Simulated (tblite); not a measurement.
## Geometry relaxation, with input and output: BSiN$_{2}$H$_{7}$

System: BSiN$_{2}$H$_{7}$, SMILES NBN[SiH3].
Method: GFN2-xTB geometry optimisation, gas phase (tblite 0.8.0).

It belongs to a series of runs on one base structure; here: H on B replaced by NHSiH3.

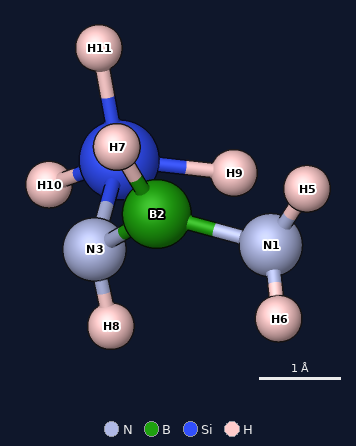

**Figure 1.** The input geometry (ball-and-stick view, seen at an oblique angle; atoms are numbered from 1 in the order of the input).

## Key numbers

```tsv
quantity	value
outcome	converged
total energy	−338.8982 eV
hardware	1 CPU thread, shared host
wall time	0.8 s
peak memory	0.18 GiB
```

## Input file
```
{"job": {"kind": "relax", "xc": "GFN2-xTB", "basis": "xTB"}, "charge": 0, "multiplicity": 1}
N      1.845200    -0.172700    -0.695100
B      0.898000     0.020800     0.465000
N     -0.427400    -0.660900     0.639900
Si    -1.738600     0.276600    -0.199300
H      2.460000     0.650200    -0.819100
H      2.449100    -1.003200    -0.618000
H      1.162700     0.889600     1.236200
H     -0.460600    -1.625700     0.290600
H     -1.387000     0.220700    -1.627200
H     -3.065600    -0.273300     0.098300
H     -1.730300     1.680600     0.242700
```

The first line tells a small driver script what to run in tblite; the rest is the geometry in Å.

Launch command:
```bash
OMP_NUM_THREADS=1 python <driver script> task.json out
```

## Log
```
step      E/eV     max force
  0    -337.59108    1.662
  1    -337.71661    1.277
  2    -337.86309    0.944
  3    -337.89822    0.833
  4    -338.00552    1.297
  5    -338.08991    1.281
  6    -338.19177    2.215
  7    -338.26859    0.796
  8    -338.31911    0.678
  9    -338.39990    0.908
 10    -338.43617    0.741
 11    -338.47140    0.534
 12    -338.49732    0.465
 13    -338.52550    0.598
 14    -338.54841    0.459
 15    -338.56533    0.398
 16    -338.58493    0.505
 17    -338.60530    0.524
 18    -338.62651    0.361
 19    -338.63826    0.303
 20    -338.64833    0.428
 21    -338.66004    0.574
 22    -338.67124    0.340
 23    -338.68350    0.285
 24    -338.68973    0.341
 25    -338.70659    0.409
 26    -338.71744    0.320
 27    -338.72781    0.312
 28    -338.73817    0.424
 29    -338.75433    0.560
 30    -338.76851    0.509
 31    -338.77905    0.433
 32    -338.78379    0.293
 33    -338.79009    0.222
 34    -338.79958    0.357
 35    -338.80928    0.374
 36    -338.81625    0.341
 37    -338.82057    0.210
 38    -338.82438    0.195
 39    -338.83176    0.316
 40    -338.84002    0.423
 41    -338.84687    0.241
 42    -338.85100    0.180
 43    -338.85504    0.177
 44    -338.86104    0.235
 45    -338.86725    0.265
 46    -338.87129    0.206
 47    -338.87449    0.221
 48    -338.87805    0.207
 49    -338.88295    0.214
 50    -338.88677    0.138
 51    -338.88883    0.132
 52    -338.89047    0.129
 53    -338.89226    0.152
 54    -338.89339    0.105
 55    -338.89407    0.071
 56    -338.89474    0.101
 57    -338.89547    0.093
 58    -338.89611    0.077
 59    -338.89639    0.037
 60    -338.89654    0.038
 61    -338.89675    0.054
 62    -338.89702    0.055
 63    -338.89728    0.051
 64    -338.89745    0.045
 65    -338.89757    0.039
 66    -338.89770    0.035
 67    -338.89785    0.034
 68    -338.89797    0.035
 69    -338.89804    0.025
 70    -338.89808    0.016
 71    -338.89811    0.016
 72    -338.89813    0.014
 73    -338.89815    0.017
 74    -338.89816    0.014
 75    -338.89818    0.009
```

## Trajectory as extended XYZ (Å, eV, eV/Å), 20 of the 76 frames kept, from step=0 to step=75
```
11
Properties=species:S:1:pos:R:3:forces:R:3 step=0 energy=-337.59108
N     1.8452   -0.1727   -0.6951   -0.0700  -0.0680   1.6590
B     0.8980    0.0208    0.4650   -0.2880  -0.3410  -0.6760
N    -0.4274   -0.6609    0.6399    0.5740   0.9410  -1.2270
Si   -1.7386    0.2766   -0.1993    1.1180  -0.3840   0.5800
H     2.4600    0.6502   -0.8191   -0.4290  -0.7750   0.2290
H     2.4491   -1.0032   -0.6180   -0.6830   0.5320  -0.4180
H     1.1627    0.8896    1.2362   -0.3760  -0.0670  -0.3190
H    -0.4606   -1.6257    0.2906    0.1350   0.4990   0.1370
H    -1.3870    0.2207   -1.6272   -0.2990   0.0680  -0.0370
H    -3.0656   -0.2733    0.0983    0.2250  -0.2120   0.0460
H    -1.7303    1.6806    0.2427    0.0910  -0.1940   0.0260
11
Properties=species:S:1:pos:R:3:forces:R:3 step=4 energy=-338.00552
N     1.8581   -0.1887   -0.5421    0.2540  -0.1870   0.2250
B     0.8915    0.0589    0.4633    0.0890  -0.7200  -0.5660
N    -0.3702   -0.6107    0.5307   -0.6420   0.1370   0.1810
Si   -1.6909    0.2750   -0.1862    0.3720  -0.1860  -0.0320
H     2.4325    0.5988   -0.7702    0.4420   0.1660   0.1490
H     2.3714   -1.0356   -0.7014   -0.4160  -0.2450  -0.3360
H     1.0828    0.9115    1.1864   -0.1420   1.1910   0.4940
H    -0.4326   -1.5866    0.2966    0.2180  -0.2190  -0.1640
H    -1.4445    0.2364   -1.6275   -0.2050   0.1130  -0.2930
H    -2.9870   -0.3083    0.1092   -0.0730  -0.3240   0.1700
H    -1.7056    1.6520    0.2551    0.1030   0.2760   0.1730
11
Properties=species:S:1:pos:R:3:forces:R:3 step=8 energy=-338.31911
N     1.9534   -0.2458   -0.3944    0.0110   0.4740   0.4030
B     0.8999    0.0852    0.4738   -0.0510   0.0740   0.0170
N    -0.3655   -0.5932    0.4738    0.1420  -0.1700   0.3370
Si   -1.6675    0.2907   -0.2152   -0.1770  -0.0430   0.0200
H     2.4749    0.5637   -0.6843    0.5560  -0.3850   0.0460
H     2.2160   -1.1115   -0.8373   -0.3310   0.2210  -0.0660
H     0.9569    1.0665    1.1510    0.0860  -0.1960  -0.5120
H    -0.3700   -1.5823    0.2748    0.0480  -0.0190  -0.1270
H    -1.5456    0.2758   -1.6733   -0.0760   0.1500  -0.2570
H    -2.8897   -0.3989    0.1498   -0.2330  -0.1930   0.1220
H    -1.6574    1.6524    0.2955    0.0240   0.0870   0.0170
11
Properties=species:S:1:pos:R:3:forces:R:3 step=12 energy=-338.49732
N     2.0126   -0.2494   -0.2813   -0.1620   0.1590  -0.1910
B     0.8881    0.1174    0.4732    0.1020  -0.2280  -0.2950
N    -0.3575   -0.6008    0.4861   -0.0220   0.1670  -0.3070
Si   -1.6831    0.2753   -0.2193   -0.0480  -0.0720  -0.0050
H     2.6306    0.4719   -0.6172    0.1820  -0.1720   0.3240
H     2.0477   -1.0555   -0.8820   -0.0770  -0.1320   0.0360
H     0.9137    1.1245    1.0368    0.0770   0.4210   0.1810
H    -0.3234   -1.5810    0.2356    0.0250   0.0680  -0.0150
H    -1.6184    0.3296   -1.7229   -0.0460   0.0180   0.4490
H    -2.8749   -0.4806    0.1923    0.0630   0.0770  -0.0530
H    -1.6300    1.6515    0.3125   -0.0930  -0.3050  -0.1240
11
Properties=species:S:1:pos:R:3:forces:R:3 step=16 energy=-338.58493
N     2.0099   -0.2474   -0.2776   -0.0110   0.1750  -0.0190
B     0.8933    0.1555    0.4436   -0.0540   0.4500   0.0850
N    -0.3400   -0.5754    0.4194    0.2070  -0.0440   0.0660
Si   -1.7058    0.2466   -0.2141   -0.1560   0.0040   0.1170
H     2.7655    0.3750   -0.5039    0.0900  -0.1580   0.1590
H     1.9425   -1.0328   -0.8884    0.2100  -0.3900  -0.2420
H     0.9099    1.2015    0.9838    0.0330  -0.1370   0.0090
H    -0.2930   -1.5616    0.2085    0.0840  -0.0020  -0.0580
H    -1.6719    0.3640   -1.6665   -0.0620  -0.0460  -0.3730
H    -2.8648   -0.5169    0.2081   -0.2110  -0.1330   0.0650
H    -1.6401    1.5942    0.3010   -0.1310   0.2810   0.1910
11
Properties=species:S:1:pos:R:3:forces:R:3 step=20 energy=-338.64833
N     1.9883   -0.2213   -0.3350    0.4110   0.0990   0.0640
B     0.9021    0.2297    0.4031   -0.0890  -0.3830  -0.1590
N    -0.3111   -0.5454    0.3785   -0.3180   0.2080   0.0190
Si   -1.7470    0.2287   -0.1910    0.0180   0.1080  -0.1040
H     2.8807    0.2526   -0.3790   -0.2280  -0.2090  -0.0260
H     1.9363   -1.0566   -0.8959    0.1570   0.0470   0.0550
H     0.9344    1.2475    0.9716    0.0270   0.0390   0.0130
H    -0.2487   -1.5366    0.1750    0.1510   0.2250  -0.0530
H    -1.7197    0.3693   -1.6698   -0.1290  -0.1040   0.1070
H    -2.9151   -0.5613    0.2286    0.1660   0.0480  -0.0090
H    -1.6947    1.5960    0.3277   -0.1650  -0.0780   0.0940
11
Properties=species:S:1:pos:R:3:forces:R:3 step=24 energy=-338.68973
N     2.0059   -0.2305   -0.3336    0.2100  -0.1950  -0.0040
B     0.8989    0.2310    0.3723    0.1520   0.2650   0.1510
N    -0.3314   -0.5020    0.3601    0.2450  -0.0260  -0.0400
Si   -1.7740    0.2474   -0.1987   -0.0830   0.0090   0.0130
H     2.9240    0.1870   -0.3292   -0.2080   0.0020   0.0330
H     1.9699   -1.0666   -0.8983    0.0490   0.0490   0.1000
H     0.9453    1.2521    0.9572    0.0570  -0.1090  -0.1320
H    -0.2058   -1.4813    0.1483   -0.1780  -0.0240  -0.1160
H    -1.7715    0.3510   -1.6663   -0.1110   0.0120  -0.0910
H    -2.9018   -0.5756    0.2376    0.0000  -0.0350   0.0360
H    -1.7540    1.5902    0.3645   -0.1340   0.0520   0.0490
11
Properties=species:S:1:pos:R:3:forces:R:3 step=28 energy=-338.73817
N     2.0684   -0.3056   -0.2700    0.0990   0.3410   0.2310
B     0.9539    0.2921    0.3227   -0.0980  -0.3640  -0.1110
N    -0.2893   -0.4022    0.2527   -0.2600  -0.0060  -0.1520
Si   -1.8194    0.2639   -0.1968    0.1220  -0.0420   0.0370
H     3.0063    0.0411   -0.1770    0.0160   0.0190  -0.0900
H     1.9882   -1.0856   -0.8944    0.0700  -0.1990   0.0560
H     0.9707    1.3079    0.8779    0.2480   0.2820   0.0620
H    -0.1746   -1.3837    0.0461   -0.1170  -0.0510  -0.1330
H    -1.9374    0.3451   -1.6706   -0.0240   0.0950   0.1130
H    -2.8616   -0.6451    0.2808   -0.0090  -0.0720   0.0670
H    -1.8999    1.5746    0.4427   -0.0480  -0.0040  -0.0800
11
Properties=species:S:1:pos:R:3:forces:R:3 step=32 energy=-338.78379
N     2.1220   -0.3214   -0.2241   -0.2560  -0.1370  -0.0410
B     0.9837    0.3080    0.2910    0.0000   0.0270  -0.0510
N    -0.2823   -0.3405    0.1445    0.0740   0.0020   0.0110
Si   -1.8613    0.2699   -0.1818   -0.0610   0.0070   0.0140
H     3.0721   -0.0438   -0.0874    0.1420   0.2290   0.0440
H     2.0480   -1.1196   -0.8331    0.0200  -0.1230   0.1300
H     1.0768    1.3565    0.8166   -0.0710  -0.1470  -0.0490
H    -0.2062   -1.3267   -0.0703    0.0670   0.0520  -0.0950
H    -2.0595    0.3584   -1.6387   -0.0220   0.1050  -0.0130
H    -2.8444   -0.6954    0.3221    0.0500  -0.0750   0.0690
H    -2.0436    1.5573    0.4753    0.0580   0.0610  -0.0180
11
Properties=species:S:1:pos:R:3:forces:R:3 step=36 energy=-338.81625
N     2.1378   -0.3687   -0.1854    0.1810   0.1260   0.0140
B     0.9896    0.2885    0.2717    0.0670   0.0630  -0.0980
N    -0.2877   -0.3107    0.0911   -0.0130  -0.0510  -0.0170
Si   -1.8836    0.2903   -0.1761   -0.0840  -0.0590   0.0880
H     3.0645    0.0211   -0.0740   -0.2730  -0.1930  -0.0680
H     2.1184   -1.2026   -0.7533    0.0490   0.0620   0.1780
H     1.1149    1.3339    0.7858   -0.1280  -0.0040  -0.0060
H    -0.2230   -1.2850   -0.1702    0.0550  -0.0450  -0.0810
H    -2.1289    0.3958   -1.6268   -0.0190   0.0720   0.0350
H    -2.7953   -0.7353    0.3654    0.0600   0.0710  -0.0150
H    -2.1012    1.5755    0.4857    0.1050  -0.0430  -0.0280
11
Properties=species:S:1:pos:R:3:forces:R:3 step=39 energy=-338.83176
N     2.1468   -0.3734   -0.1632   -0.2280   0.0090  -0.0360
B     0.9912    0.2954    0.2476   -0.1630  -0.1110  -0.0280
N    -0.2846   -0.3119    0.0598   -0.0430  -0.0120  -0.0540
Si   -1.8958    0.2824   -0.1618    0.2680   0.0310  -0.1650
H     3.0579    0.0267   -0.0705    0.2060  -0.0150   0.0060
H     2.1290   -1.2279   -0.6929    0.0740  -0.0490   0.0600
H     1.1013    1.3340    0.7639   -0.1080   0.1570   0.0130
H    -0.2188   -1.2812   -0.2254    0.0640   0.0210  -0.0430
H    -2.1591    0.4358   -1.6090   -0.0330  -0.0160   0.0800
H    -2.7703   -0.7509    0.3868   -0.1050  -0.0670   0.0570
H    -2.0922    1.5736    0.4786    0.0670   0.0510   0.1100
11
Properties=species:S:1:pos:R:3:forces:R:3 step=43 energy=-338.85504
N     2.1469   -0.3737   -0.1418    0.1090   0.0850   0.0050
B     0.9817    0.3200    0.2011    0.0460   0.0140   0.1310
N    -0.2742   -0.3033   -0.0209    0.0550  -0.0480  -0.0400
Si   -1.8927    0.2719   -0.1570   -0.1130   0.0410   0.0690
H     3.0822   -0.0228   -0.0180   -0.1320   0.0150   0.0330
H     2.1347   -1.2715   -0.5965   -0.0100  -0.0110   0.0240
H     1.0411    1.3737    0.7134    0.0020  -0.0350  -0.1320
H    -0.1751   -1.2611   -0.3272   -0.0450  -0.0560  -0.0650
H    -2.2358    0.4947   -1.5684   -0.0450  -0.0990  -0.0900
H    -2.7376   -0.7892    0.4285    0.0560   0.1490  -0.0770
H    -2.0658    1.5640    0.5008    0.0790  -0.0560   0.1410
11
Properties=species:S:1:pos:R:3:forces:R:3 step=47 energy=-338.87449
N     2.1535   -0.3828   -0.0949    0.0150  -0.0290   0.0120
B     0.9774    0.3127    0.1951   -0.0490   0.0330  -0.2130
N    -0.2649   -0.3018   -0.1065   -0.0420  -0.0310   0.0160
Si   -1.8880    0.2840   -0.1573    0.0300   0.0410  -0.0290
H     3.0807   -0.0209    0.0176    0.0620   0.0900   0.0990
H     2.1526   -1.3067   -0.4932   -0.0120  -0.0190  -0.0020
H     0.9979    1.3975    0.6275    0.0660   0.0120   0.0360
H    -0.1695   -1.2509   -0.4440   -0.0470   0.0180  -0.0160
H    -2.3225    0.5121   -1.5468    0.0310  -0.0520   0.0040
H    -2.6842   -0.7833    0.4490   -0.1380  -0.0420   0.0280
H    -2.0277    1.5428    0.5674    0.0850  -0.0200   0.0640
11
Properties=species:S:1:pos:R:3:forces:R:3 step=51 energy=-338.88883
N     2.1597   -0.3739   -0.0954   -0.0230   0.1080   0.0730
B     0.9685    0.3208    0.1396    0.0760  -0.0620   0.0260
N    -0.2688   -0.3142   -0.1465   -0.0360   0.1160  -0.0390
Si   -1.8887    0.2876   -0.1503   -0.0150  -0.0660   0.0080
H     3.0799   -0.0040    0.0669   -0.0740  -0.0040   0.0300
H     2.1703   -1.3250   -0.4167    0.0550  -0.0710  -0.0780
H     0.9957    1.4038    0.5857   -0.0210  -0.0270  -0.0750
H    -0.1808   -1.2507   -0.5180   -0.0040   0.0150   0.0290
H    -2.3515    0.5053   -1.5339    0.0330   0.0230   0.0550
H    -2.7058   -0.7710    0.4587   -0.0430   0.0080   0.0070
H    -1.9730    1.5241    0.6238    0.0520  -0.0390  -0.0360
11
Properties=species:S:1:pos:R:3:forces:R:3 step=55 energy=-338.89407
N     2.1645   -0.3836   -0.0672   -0.0380  -0.0390   0.0030
B     0.9736    0.3234    0.1130   -0.0390   0.0030   0.0130
N    -0.2648   -0.2903   -0.2077   -0.0130  -0.0550   0.0080
Si   -1.8920    0.2795   -0.1438   -0.0300   0.0110   0.0050
H     3.0770   -0.0088    0.1162   -0.0040   0.0010   0.0310
H     2.1853   -1.3403   -0.3797    0.0490   0.0390  -0.0330
H     0.9867    1.4135    0.5348    0.0330   0.0310  -0.0250
H    -0.1829   -1.2310   -0.5683    0.0190  -0.0150  -0.0010
H    -2.3884    0.5163   -1.5077    0.0000   0.0230  -0.0140
H    -2.7044   -0.7769    0.4743   -0.0030  -0.0210   0.0130
H    -1.9493    1.5011    0.6500    0.0260   0.0220  -0.0010
11
Properties=species:S:1:pos:R:3:forces:R:3 step=59 energy=-338.89639
N     2.1580   -0.3829   -0.0646   -0.0060   0.0090   0.0020
B     0.9643    0.3200    0.1165    0.0090   0.0000  -0.0140
N    -0.2719   -0.3015   -0.1989    0.0050  -0.0120   0.0180
Si   -1.8973    0.2771   -0.1416    0.0340   0.0010  -0.0150
H     3.0665    0.0001    0.1231   -0.0040   0.0020   0.0200
H     2.1938   -1.3310   -0.3992    0.0180   0.0050  -0.0140
H     0.9878    1.4162    0.5259   -0.0130  -0.0160  -0.0100
H    -0.1809   -1.2419   -0.5575   -0.0140  -0.0180   0.0040
H    -2.3747    0.5192   -1.5130   -0.0210   0.0160   0.0230
H    -2.7184   -0.7761    0.4744    0.0090   0.0190  -0.0030
H    -1.9219    1.5034    0.6489   -0.0180  -0.0060  -0.0110
11
Properties=species:S:1:pos:R:3:forces:R:3 step=63 energy=-338.89728
N     2.1583   -0.3852   -0.0569    0.0440   0.0250  -0.0090
B     0.9631    0.3177    0.1093    0.0110  -0.0290  -0.0140
N    -0.2710   -0.3076   -0.2052   -0.0060  -0.0060  -0.0170
Si   -1.8927    0.2771   -0.1429   -0.0310  -0.0020   0.0240
H     3.0626    0.0033    0.1396    0.0010   0.0060   0.0150
H     2.2069   -1.3304   -0.3970   -0.0090  -0.0090  -0.0050
H     0.9835    1.4167    0.5097   -0.0140  -0.0080   0.0050
H    -0.1844   -1.2471   -0.5674    0.0040  -0.0100   0.0200
H    -2.3888    0.5306   -1.5036   -0.0070   0.0090  -0.0180
H    -2.7143   -0.7727    0.4780    0.0090   0.0080  -0.0070
H    -1.9177    1.5003    0.6504   -0.0020   0.0160   0.0060
11
Properties=species:S:1:pos:R:3:forces:R:3 step=67 energy=-338.89785
N     2.1620   -0.3813   -0.0644    0.0010  -0.0250  -0.0190
B     0.9631    0.3135    0.1067   -0.0150   0.0140   0.0200
N    -0.2727   -0.3140   -0.1988    0.0050   0.0060  -0.0200
Si   -1.8933    0.2784   -0.1425    0.0150   0.0140  -0.0170
H     3.0629    0.0066    0.1477    0.0040  -0.0050  -0.0060
H     2.2111   -1.3252   -0.4108    0.0160   0.0260   0.0160
H     0.9795    1.4117    0.5116   -0.0090  -0.0130  -0.0030
H    -0.1854   -1.2566   -0.5527   -0.0150  -0.0080   0.0100
H    -2.3867    0.5333   -1.5058    0.0060   0.0040   0.0080
H    -2.7181   -0.7679    0.4748   -0.0100  -0.0160   0.0110
H    -1.9170    1.5043    0.6481    0.0010   0.0000   0.0000
11
Properties=species:S:1:pos:R:3:forces:R:3 step=71 energy=-338.89811
N     2.1627   -0.3795   -0.0675   -0.0060   0.0030   0.0100
B     0.9606    0.3098    0.1059    0.0050  -0.0040  -0.0100
N    -0.2734   -0.3183   -0.2034   -0.0030   0.0000   0.0020
Si   -1.8916    0.2796   -0.1427   -0.0090  -0.0040   0.0020
H     3.0603    0.0126    0.1497    0.0150   0.0010  -0.0040
H     2.2192   -1.3245   -0.4074    0.0050  -0.0050  -0.0020
H     0.9733    1.4077    0.5092   -0.0050   0.0060   0.0050
H    -0.1894   -1.2639   -0.5503   -0.0070   0.0010   0.0030
H    -2.3867    0.5394   -1.5034    0.0010   0.0020  -0.0080
H    -2.7187   -0.7661    0.4761    0.0030   0.0050   0.0000
H    -1.9110    1.5059    0.6477    0.0020  -0.0040   0.0030
11
Properties=species:S:1:pos:R:3:forces:R:3 step=75 energy=-338.89818
N     2.1633   -0.3790   -0.0671    0.0020   0.0000   0.0020
B     0.9600    0.3081    0.1060   -0.0030   0.0070   0.0040
N    -0.2748   -0.3204   -0.2007    0.0040   0.0010  -0.0010
Si   -1.8923    0.2801   -0.1434    0.0060   0.0030  -0.0030
H     3.0612    0.0156    0.1456    0.0000   0.0000  -0.0020
H     2.2219   -1.3231   -0.4091    0.0020  -0.0060  -0.0020
H     0.9708    1.4057    0.5114   -0.0020  -0.0010  -0.0030
H    -0.1929   -1.2667   -0.5456    0.0000  -0.0020   0.0010
H    -2.3835    0.5406   -1.5061    0.0000   0.0000   0.0030
H    -2.7192   -0.7646    0.4758   -0.0070   0.0000   0.0000
H    -1.9091    1.5064    0.6472   -0.0020  -0.0030   0.0010
```

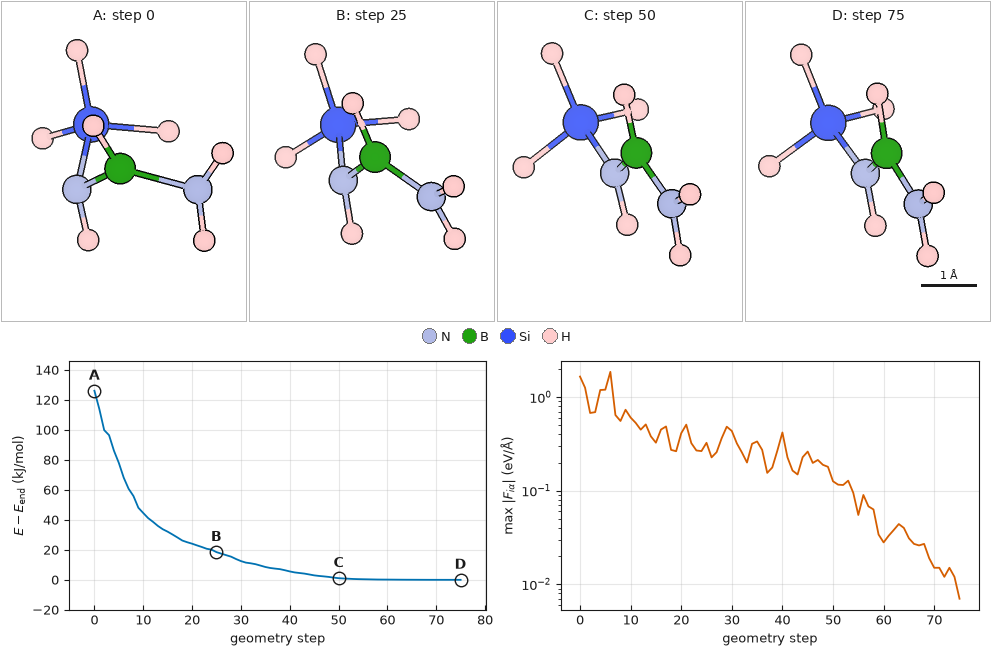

**Figure 2.** Frames of the relaxation (ball-and-stick view, seen at a tilt) above the curves, on which the letters mark them (steps are counted from 0).

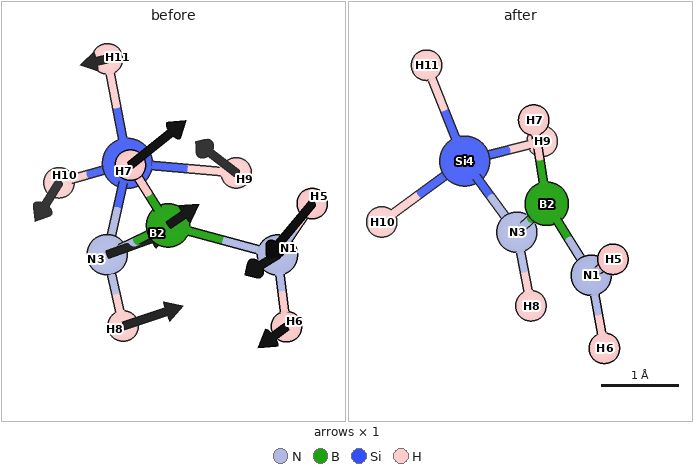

**Figure 3.** Before (left) and after (right) the relaxation, at one scale (ball-and-stick view, seen at a tilt). The black arrows give the displacements, at true length. Over 75 geometry steps the energy falls by 126.1 kJ/mol. The largest force component goes from 1.7 to 0.007 eV/Å. The atom that moves furthest after the best rigid fit is H5 (1.25 Å). Largest moves by element: H 1.25 Å, N 0.89 Å, B 0.51 Å, Si 0.17 Å. Distances before and after: N1–B2 1.510 → 1.396 Å, N3–Si4 1.817 → 1.726 Å, B2–N3 1.501 → 1.419 Å, N1–H5 1.035 → 1.004 Å. Among the angles that change: B2–N3–Si4 110.4° → 130.8°, B2–N1–H5 111.3° → 123.5°, B2–N1–H6 114.4° → 123.7°. (Atoms are counted from 1 in the order of the input.)
